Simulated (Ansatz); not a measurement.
# C6H3FGe: what the fields show

```yaml
atoms:
  - { symbol: C, position_ang: [-1.3725, 0.5312, -2.7376] }
  - { symbol: C, position_ang: [-1.5051, 0.9821, -1.6175] }
  - { symbol: C, position_ang: [-1.3425, 3.5353, 0.1622] }
  - { symbol: C, position_ang: [-1.1053, 4.7263, 0.1874] }
  - { symbol: C, position_ang: [-0.6421, 0.7482, 1.3680] }
  - { symbol: C, position_ang: [0.0453, 0.1463, 2.1683] }
  - { symbol: F, position_ang: [-3.3530, 1.4692, 0.5818] }
  - { symbol: Ge, position_ang: [-1.6953, 1.6857, 0.1192] }
  - { symbol: H, position_ang: [-1.2584, 0.1307, -3.7299] }
  - { symbol: H, position_ang: [-0.8985, 5.7822, 0.2105] }
  - { symbol: H, position_ang: [0.6516, -0.3879, 2.8791] }
```

Geometry: PBE0-D4/def2-SVP.

The calculation used Ansatz, isolated molecule in a Gaussian basis; Kohn-Sham density functional theory, functional PBE0.

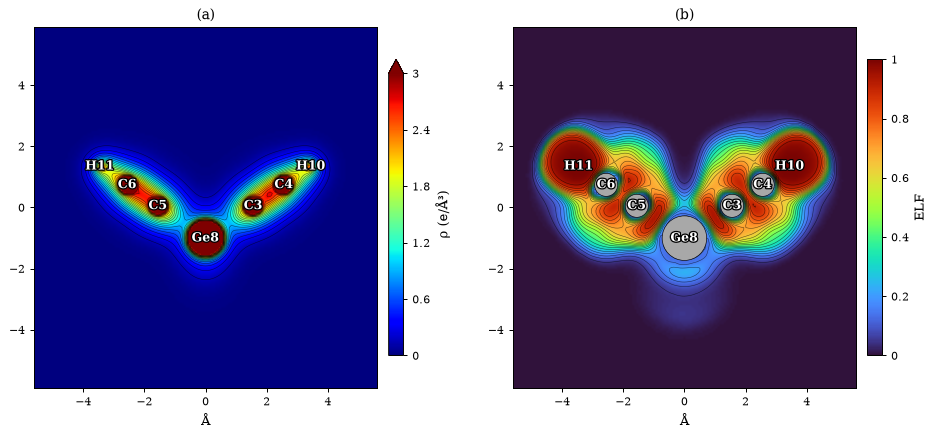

Figure 1. (a) electron density; (b) electron localisation function on the plane of atoms C3, Ge8 and C5. Grey discs cover the atomic cores in the ELF map.

Read the bonding off the picture.

Answer.
- Atoms in the plane: C, Ge and H.
- C–C (1.21 Å): ρ at the midpoint is about 2.7 e/Å³; the ELF peaks at about 0.90 between the atoms (a multiple bond).
- C–Ge (1.88 Å): the density is about 0.95 e/Å³ at the midpoint; the ELF peaks at about 0.95 in the valence shell of C, 0.7 Å from its nucleus, and is about 0.65 at the midpoint.
- C–H (1.08 Å): the density is about 2 e/Å³ at the midpoint; the ELF climbs to about 1 towards the hydrogen, as it does in any bond to H: an ordinary covalent bond to hydrogen.

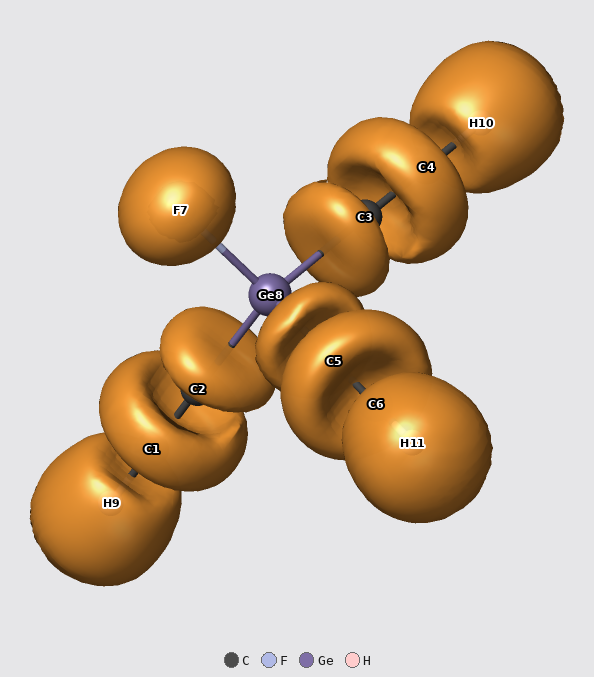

Figure 2. Isosurface of the ELF at 0.75 (orange), seen at an oblique angle. Only the valence region is drawn (cores and ρ < 0.01 e/Å³ removed).

What do the ELF domains correspond to?

Answer. The surface consists of three regions between bonded C–C atoms (shared pairs), three regions around hydrogen nuclei, three lobes of the valence shell of C pointing towards Ge (polar bonds) and one region wrapped around F (its valence shell).


 Ge–F (1.73 Å): the ELF peaks at about 0.85 in the valence shell of F, 0.6 Å from its nucleus, and is about 0.20 at the midpoint.

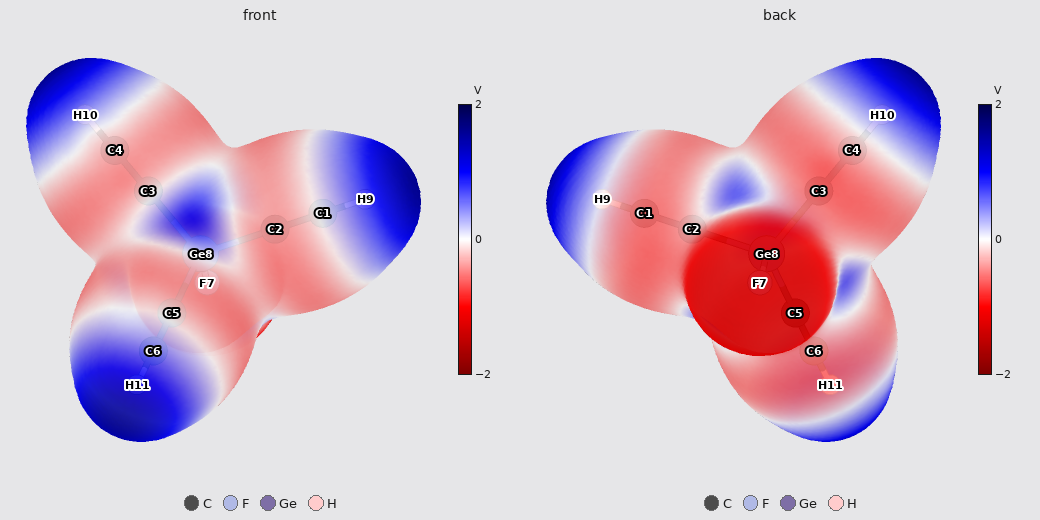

Figure 3. The electrostatic potential painted on the density surface at 0.001 e/bohr³, seen from the front and from behind; the colour scale runs from red (negative) to blue (positive).

Which sites attract a positive test charge, and which a negative one?

Answer. A positive charge is drawn to the negative regions and a negative charge to the positive ones. The most negative region (about −1.3 V) lies over F7, the most positive (about +1.6 V) over H9, H10 and H11.
